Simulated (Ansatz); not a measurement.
# Calculations on AlSiH4OBrF2

### Relaxation

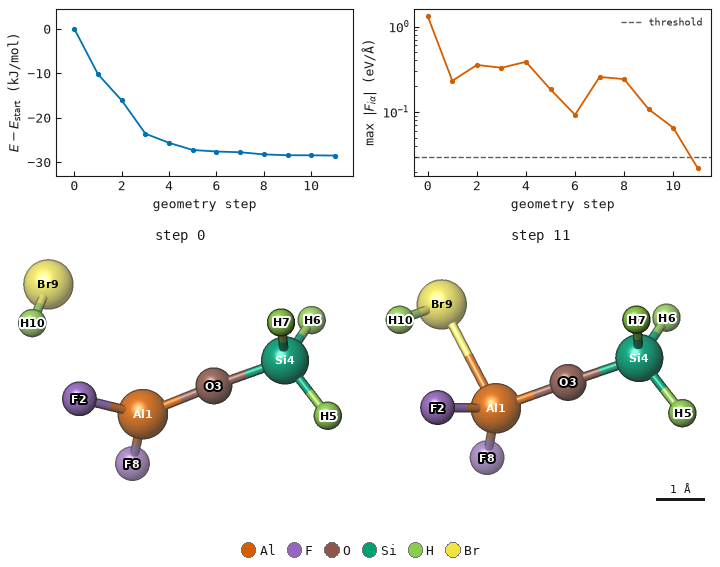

First and last geometry of a relaxation of AlSiH4OBrF2, with the history of the run. The picture is a ball-and-stick view, seen at a tilt.

The run prepares an end point of a later path (reaction) calculation, from a guessed geometry.

Method: Ansatz, RKS PBE0-D4/def2-SVP.

Input file:
```yaml
crystal:
  periodic: [false, false, false]
  atoms:
    - { symbol: Al, position_ang: [-0.258154, -0.23995, 0.00054] }
    - { symbol: F, position_ang: [-0.403073, -0.113488, 1.666554] }
    - { symbol: O, position_ang: [1.125614, -0.871633, -0.681582] }
    - { symbol: Si, position_ang: [2.466316, -1.547785, -1.374526] }
    - { symbol: H, position_ang: [2.072319, -2.768465, -2.138487] }
    - { symbol: H, position_ang: [3.10357, -0.568965, -2.303445] }
    - { symbol: H, position_ang: [3.445401, -1.930306, -0.314892] }
    - { symbol: F, position_ang: [-1.589085, 0.14476, -0.890916] }
    - { symbol: Br, position_ang: [0.518533, 3.047154, 1.256785] }
    - { symbol: H, position_ang: [0.060158, 1.903978, 2.113767] }
basis:
  gaussian: { orbitals: def2-SVP }
hamiltonian:
  xc: pbe0
  dispersion: d4
relax:
  f_tol: 0.03
  max_steps: 50
```

Command:
```bash
ansatz run input.yaml --threads 4 --pin off --max-ram 5120MiB --backend cpu --events-out ev --progress --plain --runs-dir out
```

> Did the run converge, and what did it change?

It converged. The largest move after the best rigid fit is that of Br9, 0.84 Å. Largest moves by element: Br 0.84 Å, F 0.23 Å, Al 0.20 Å, H 0.18 Å, O 0.14 Å, Si 0.14 Å. Among the contacts that change: Al1–Br9 3.604 → 2.666 Å, Br9–H10 1.500 → 1.433 Å, Al1–O3 1.667 → 1.680 Å, O3–Si4 1.654 → 1.643 Å. New bonds form, among them: Al1–Br9 (3.60 → 2.67 Å). Among the angles between lasting bonds that change: O3–Al1–F8 122.5° → 120.3°. The energy falls by 28.5 kJ/mol in 11 geometry steps. Largest force component: 1.3 eV/Å at the start, 0.022 eV/Å at the end. Cost: 40 s on 4 threads of Arm Neoverse V2, on a shared host, peak memory 0.36 GiB.

### Relaxation

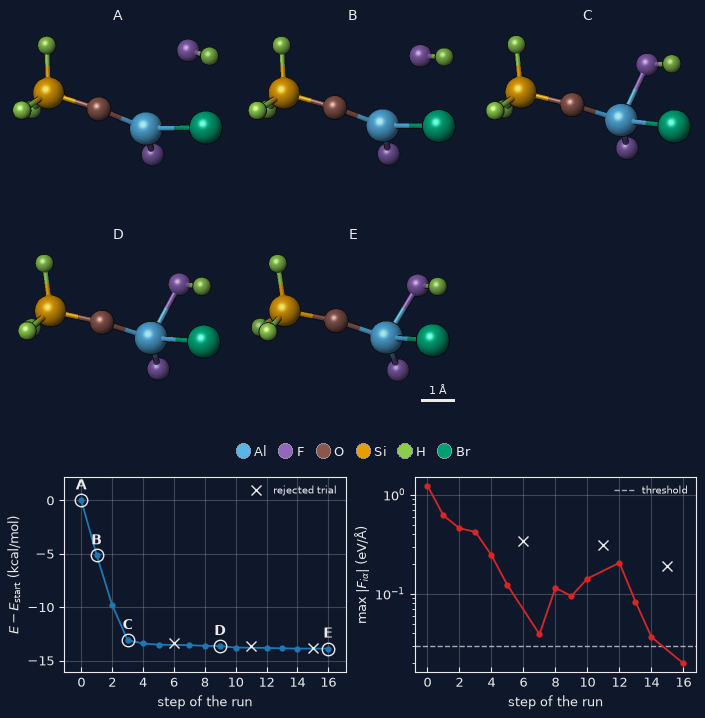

Frames of a relaxation of AlSiH4OBrF2, marked on the history of the run. A ball-and-stick model, seen face on.

The run prepares an end point of a later path (reaction) calculation, from a guessed geometry.

Theory: Ansatz, RKS PBE0-D4/def2-SVP. (no spin polarisation; force threshold 0.03 eV/Å; at most 50 steps)

**Describe the path.**

After 13 accepted moves (16 points after the start) the energy has fallen by 13.9 kcal/mol. The largest force component goes from 1.2 to 0.02 eV/Å. The line search rejected the trial steps at points 6, 11, 15 of the run. The atom that moves furthest after the best rigid fit is an F atom (0.53 Å). Largest moves by element: F 0.53 Å, O 0.47 Å, H 0.44 Å, Al 0.40 Å, Br 0.34 Å, Si 0.05 Å. Some distances before and after: Al–F 2.874 → 1.973 Å, Al–H 3.007 → 2.268 Å, Br–H 2.748 → 2.319 Å, Al–Br 2.366 → 2.300 Å. New bonds form, among them: Al–F (2.87 → 1.97 Å). Bond angles that change, for instance: Al–O–Si 155.1° → 171.7°, O–Al–Br 120.8° → 118.0°. From step 0 to 1: an F atom moves most (0.20 Å), energy −5.15 kcal/mol. From step 1 to 3: an F atom moves most (0.37 Å), energy −7.94 kcal/mol. From step 3 to 9: an H atom moves most (0.15 Å), energy −0.55 kcal/mol. From step 9 to 16: the O atom moves most (0.28 Å), energy −0.24 kcal/mol.

Limits of the set-up: the start holds two separate molecules, 2.7 Å apart at their closest, whose relative position is a soft coordinate.

### Path

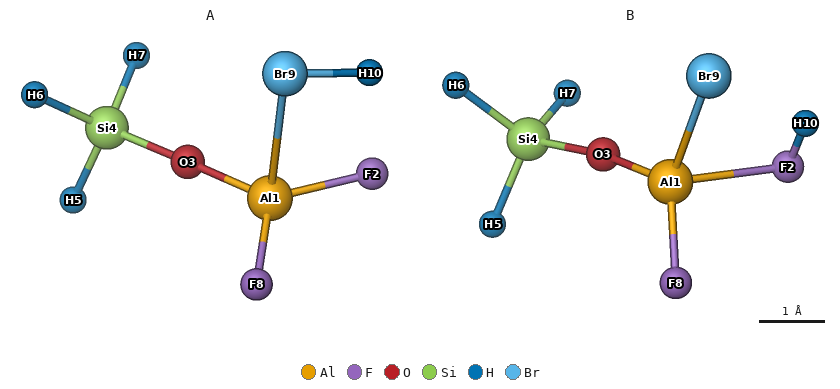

The two relaxed end points of a path for AlSiH$_{4}$OBrF$_{2}$. Style: ball-and-stick. Shown from a free direction.

The calculation used RKS PBE0-D4/def2-SVP in Ansatz.

Run with 7 movable images; climbing image; force threshold 0.05 eV/Å; iteration limit 60.

Start:
```xyz
10

Al   -0.2512   -0.0619    0.1044
F    -0.5268   -0.2778    1.7387
O     1.1083   -0.7525   -0.6014
Si    2.4248   -1.4392   -1.3048
H     2.0328   -2.6611   -2.0701
H     3.0707   -0.4711   -2.2439
H     3.4259   -1.8262   -0.2645
F    -1.5708    0.3206   -0.8219
Br    0.6070    2.3750    0.7604
H     0.2209    1.8494    2.0369
```

End:
```xyz
10

Al   -0.0416    0.4285   -0.1023
F    -0.1922    0.0744    1.8326
O     1.2691   -0.4931   -0.6009
Si    2.4287   -1.4404   -1.2867
H     1.8012   -2.5677   -2.0392
H     3.2623   -0.6358   -2.2291
H     3.3101   -2.0046   -0.2207
F    -1.5825    0.0937   -0.6125
Br    0.3408    2.6156    0.4962
H    -0.0543    0.9847    2.0965
```

Q: Predict the minimum-energy path and its barrier.

A: The energy climbs by 8.3 kJ/mol to image 4 and then falls by 26.5 kJ/mol, so the end point sits at −18.2 kJ/mol. A hydrogen atom shifts from one atom to another. Breaking: Br9–H10 (1.43 → 1.58 at the top → 2.32 Å). Forming: F2–H10 (2.27 → 1.35 at the top → 0.96 Å). The band converged in 18 iterations. The largest component of the band force went from 2.8 to 0.028 eV/Å. The climbing image converged on the top of the path. Its vibrational analysis gives one imaginary mode (405i cm⁻¹), as a transition state must have.

Energies of the converged images:

```tsv
image	path (Å)	E (kJ/mol)
0	0.00	0.0
1	0.40	0.3
2	0.80	0.2
3	1.20	2.1
4	1.60	8.3
5	2.15	-17.2
6	2.70	-18.0
7	3.25	-18.1
8	3.80	-18.2
```

The geometry at the top of the path:

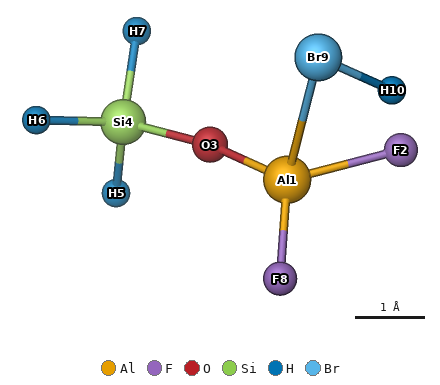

The run took 5.3 min on 4 threads of Arm Neoverse V2 (shared host), peak memory 0.37 GiB.
